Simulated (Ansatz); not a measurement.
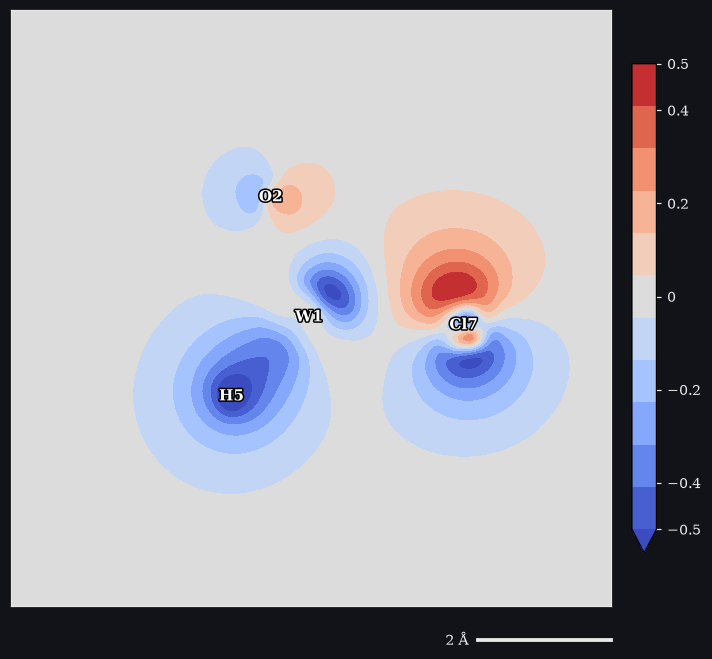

Figure. ClH$_{5}$OW. The HOMO−1 on the plane of atoms O2, W1 and H5 (values in Å⁻³ᐟ²; the overall sign is arbitrary).

Core potentials replace the inner electrons of W.

Computed with RHF/def2-SVP in Ansatz 0.2.0.

```yaml
atoms:
  - { symbol: W, position_ang: [0.0213, -0.1992, 0.2517] }
  - { symbol: O, position_ang: [0.6425, -0.0297, 2.0339] }
  - { symbol: H, position_ang: [0.1503, -0.4634, 2.7232] }
  - { symbol: H, position_ang: [1.3191, 0.7970, 0.0837] }
  - { symbol: H, position_ang: [-0.1659, 1.1957, -0.6412] }
  - { symbol: H, position_ang: [-1.5368, 0.4501, 0.2183] }
  - { symbol: Cl, position_ang: [-0.3243, -2.4378, -0.2875] }
  - { symbol: H, position_ang: [0.9226, -0.2642, -1.1448] }
```

> Describe this orbital and give its energy.

It lies mainly on Cl7 (about 40 %), W1 (about 30 %) and H5 (about 20 %). Its energy is −12.15 eV.
